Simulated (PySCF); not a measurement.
# PBE/STO-3G run of C2Si

Aim: the vertical singlet–triplet gap of C2Si at PBE/STO-3G, from 2 runs. The job is set up through a Python script.

The calculation is run with PySCF 2.14.0.

5 further runs of the same task are left out: 5 set aside as unsound or not needed.

### Step 1. The molecule

C2Si: 3 atoms, total charge 0, spin state singlet. The shape is that of a GFN2-xTB optimisation.

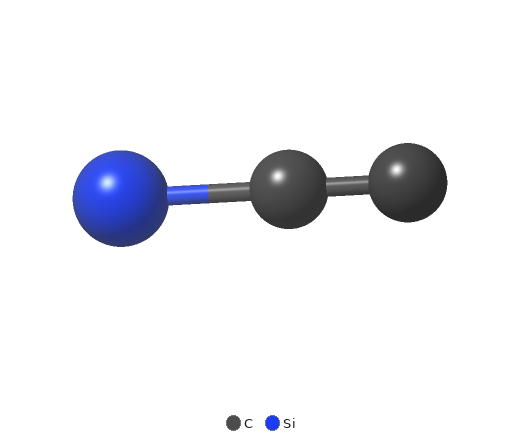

The structure, seen from a chosen angle (carbon dark grey, silicon blue).

### Step 2. A single-point energy at PBE/STO-3G

job.py reads:

```python
from pyscf import gto, dft

system = gto.M(
    atom=[
    ('C', (-1.111830, 0.737510, -0.522770)),
    ('C', (-0.135170, 0.089220, -0.063600)),
    ('Si', (1.247000, -0.826740, 0.586370)),
],
    basis='sto-3g',
    spin=0,
    max_memory=1860,
    verbose=3,
)

mf = dft.RKS(system)
mf.xc = 'pbe'
mf.conv_tol = 1e-10
mf.grids.level = 5
mf.kernel()
if not mf.converged:
    mf = mf.newton().run(mf.mo_coeff, mf.mo_occ)

etot = mf.e_tot
print('E(%s) = %.9f' % ('PBE', etot))
```

The run is started by

```sh
$ OMP_NUM_THREADS=1 python job.py
```

Standard output:

```text
converged SCF energy = -360.921636182231
E(PBE) = -360.921636182
```

Run time: 2.4 s. Hardware: 1 thread of Arm Neoverse V1, shared host; peak memory 0.19 GiB.

### Step 3. The triplet at the same level

geometry.xyz reads:

```xyz
3
C2Si
C     -1.111830     0.737510    -0.522770
C     -0.135170     0.089220    -0.063600
Si     1.247000    -0.826740     0.586370
```

job.py reads:

```python
from pyscf import gto, dft

mol = gto.M(
    atom='geometry.xyz',
    basis='sto-3g',
    verbose=4,
    spin=2,
    max_memory=1860,
)

mf = dft.UKS(mol)
mf.xc = 'pbe'
mf.conv_tol = 1e-10
mf.grids.level = 5
mf.kernel()
if not mf.converged:
    mf = mf.newton().run(mf.mo_coeff, mf.mo_occ)

energy = mf.e_tot
print(f'total energy: {energy:.8f} hartree')
```

The run is started by

```sh
$ OMP_NUM_THREADS=1 python job.py
```

Standard output:

```text
PySCF version 2.14.0

[INPUT] num. atoms = 3
[INPUT] num. electrons = 26
[INPUT] charge = 0
[INPUT] spin (= nelec alpha-beta = 2S) = 2
[INPUT] symmetry False subgroup None
[INPUT] Mole.unit = angstrom
[INPUT] Symbol           X                Y                Z      unit          X                Y                Z       unit  Magmom
[INPUT]  1 C     -1.111830000000   0.737510000000  -0.522770000000 AA   -2.101054197075   1.393691914128  -0.987892126139 Bohr   0.0
[INPUT]  2 C     -0.135170000000   0.089220000000  -0.063600000000 AA   -0.255434280257   0.168601364834  -0.120186581522 Bohr   0.0
[INPUT]  3 Si     1.247000000000  -0.826740000000   0.586370000000 AA    2.356488477333  -1.562312176223   1.108078707661 Bohr   0.0

nuclear repulsion = 54.7130620891418
number of shells = 11
number of NR pGTOs = 57
number of NR cGTOs = 19
basis = sto-3g
ecp = {}

[... 35 lines left out ...]
[... the frontier-level lines of each cycle are left out ...]
[... 3 lines left out ...]
[... 9 lines left out ...]
[... 5 lines left out ...]
[... 5 lines left out ...]
[... 5 lines left out ...]
[... 5 lines left out ...]
[... 5 lines left out ...]

cycle= 8 E= -360.861754962531  delta_E= -0.000141  |g|= 0.000961  |ddm|= 0.0223


cycle= 9 E= -360.861756313153  delta_E= -1.35e-06  |g|= 0.000379  |ddm|= 0.00491


cycle= 10 E= -360.861756440437  delta_E= -1.27e-07  |g|= 1.23e-05  |ddm|= 0.000729


cycle= 11 E= -360.861756440586  delta_E= -1.49e-10  |g|= 7.48e-06  |ddm|= 6.14e-05


cycle= 12 E= -360.861756440647  delta_E= -6.12e-11  |g|= 2.17e-06  |ddm|= 1.96e-05


Extra cycle  E= -360.861756440552  delta_E= 9.48e-11  |g|= 1.13e-05  |ddm|= 2.18e-05
converged SCF energy = -360.861756440552  <S^2> = 2.0228012  2S+1 = 3.0151625
total energy: -360.86175644 hartree
```

It took 3.9 s on 1 thread of Arm Neoverse V1, shared host; peak memory 0.2 GiB.

### Step 4. Results

Level: PBE/STO-3G.

```
                                        quantity          value
                           singlet: total energy  -360.92164 Eh
                          singlet: dipole moment         4.64 D
                            singlet: HOMO energy       -1.95 eV
                            singlet: LUMO energy       -0.68 eV
                          singlet: HOMO–LUMO gap        1.28 eV
                           triplet: total energy  -360.86176 Eh
                          triplet: dipole moment         1.78 D
     triplet: HOMO energy (highest over α and β)       -0.66 eV
                                   triplet: ⟨S²⟩          2.023
vertical energy of the triplet above the singlet       1.629 eV
```

In words: At this shape the triplet lies 1.63 eV (157 kJ/mol) above the singlet. In a minimal basis such a difference can be off by several eV, whatever the method. Mulliken charges (triplet) run from -0.32 on C2 to +0.36 on Si3; they depend strongly on the basis.
